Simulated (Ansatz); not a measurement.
A series of calculations on AlH2Cl2

**1. Relaxation**

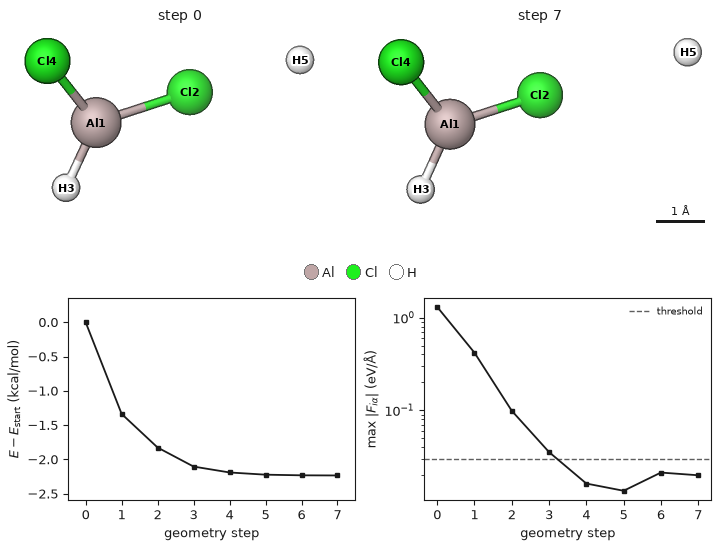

First and last geometry of a relaxation of AlH2Cl2 (multiplicity 2), with the history of the run. A ball-and-stick model, seen at a tilt.

The run prepares an end point of a later path (reaction) calculation, from a guessed geometry.

The calculation used Ansatz, UKS BHLYP/cc-pVDZ.

Input
```yaml
crystal:
  periodic: [false, false, false]
  atoms:
    - { symbol: Al, position_ang: [-0.010531, 0.0, -0.082609] }
    - { symbol: Cl, position_ang: [-0.046042, 0.0, 2.109736] }
    - { symbol: H, position_ang: [1.326357, 0.0, -0.880413] }
    - { symbol: Cl, position_ang: [-1.849326, 0.0, -1.094781] }
    - { symbol: H, position_ang: [-0.000658, 0.0, 4.683067] }
magnetization:
  spin_polarized: true
  initial_magnetization: 1
basis:
  gaussian: { orbitals: cc-pVDZ }
hamiltonian:
  xc: { name: BHLYP }
relax:
  f_tol: 0.03
  max_steps: 50
```

Run as
```bash
ansatz run input.yaml --threads 2 --pin off --max-ram 3072MiB --backend cpu --events-out ev --progress --plain --runs-dir out
```

Question: What do the curves and the structures tell?

Answer: It converged. After 7 geometry steps the energy has fallen by 2.23 kcal/mol. The largest force component goes from 1.3 to 0.02 eV/Å. The largest move after the best rigid fit is that of H5, 0.65 Å. Largest moves by element: H 0.65 Å, Cl 0.23 Å, Al 0.14 Å. Among the contacts that change: Al1–Cl2 2.193 → 2.108 Å, Al1–Cl4 2.099 → 2.110 Å.

```csv
step,"E − E(0), kcal/mol","largest force component, eV/Å"
0,0.00,1.3040
1,-1.34,0.4179
2,-1.83,0.0987
3,-2.10,0.0354
4,-2.19,0.0162
5,-2.22,0.0135
6,-2.23,0.0213
7,-2.23,0.0199
```

Limits of the set-up: the start holds two separate molecules, 2.6 Å apart at their closest, whose relative position is a soft coordinate and is computed without a dispersion correction.

**2. Relaxation**

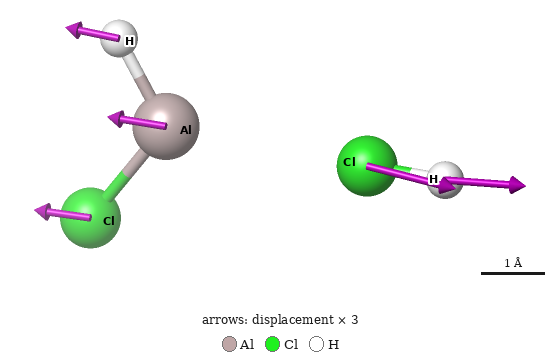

A relaxation of AlH2Cl2 (multiplicity 2). The starting structure is drawn; purple arrows show the displacements, magnified 3 times. The two geometries are superimposed by the best rigid fit.

A ball-and-stick model, seen from a free direction.

The run prepares an end point of a later path (reaction) calculation, from a guessed geometry.

These are results of UKS BHLYP/cc-pVDZ (Ansatz), not measurements. Set-up: collinear spin; force threshold 0.03 eV/Å; at most 50 steps.

**What happened in the run?**

After 5 geometry steps the energy has fallen by 7.47 kJ/mol. Largest force component: 1.3 eV/Å at the start, 0.0073 eV/Å at the end. The atom that moves furthest after the best rigid fit is a Cl atom (0.51 Å). By element the largest moves are Cl 0.51 Å, H 0.46 Å, Al 0.34 Å. Some distances before and after: Al–Cl 3.435 → 4.280 Å, Cl–H 1.331 → 1.285 Å.

Limits of the set-up: the start holds two separate molecules, 3.4 Å apart at their closest, whose relative position is a soft coordinate and is computed without a dispersion correction.

**3. Path**

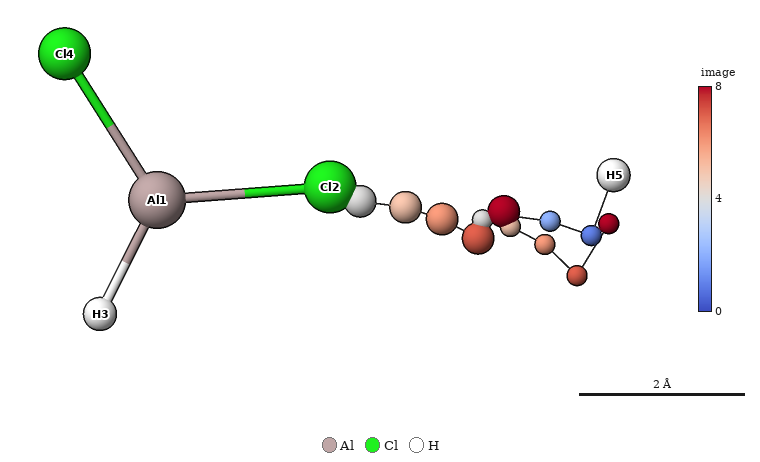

A nudged-elastic-band calculation for AlH2Cl2 (multiplicity 2), made up at the start of AlHCl$_{2}$ and H. Images are numbered from 0 (start) to 8 (end). The start is drawn whole; smaller spheres mark the moving atoms (Cl, H) in the later images, joined by lines and coloured by the number of the image. A ball-and-stick model, seen at a tilt.

Computed with UKS BHLYP/cc-pVDZ in Ansatz 0.2.0. Set-up: 7 movable images; climbing image; force threshold 0.05 eV/Å; iteration limit 60; starting path through a guess of the saddle point.

Question: Describe the path and its energy.

Answer: Breaking: Al1–Cl2 (2.11 → 2.45 at the top → 4.28 Å). Forming: Cl2–H5 (3.45 → 1.50 at the top → 1.29 Å). The energy climbs by 1.03 eV to image 4 and then falls by 0.64 eV, so the end point sits at +0.39 eV. The band converged in 11 iterations. The largest component of the band force went from 4 to 0.026 eV/Å. The climbing image converged on the top of the path. Its vibrational analysis gives 2 imaginary modes over 30i cm⁻¹, so it isn't confirmed as a transition state.

Limits of the set-up: the start holds two separate molecules, 3.4 Å apart at their closest, whose relative position is a soft coordinate and is computed without a dispersion correction.
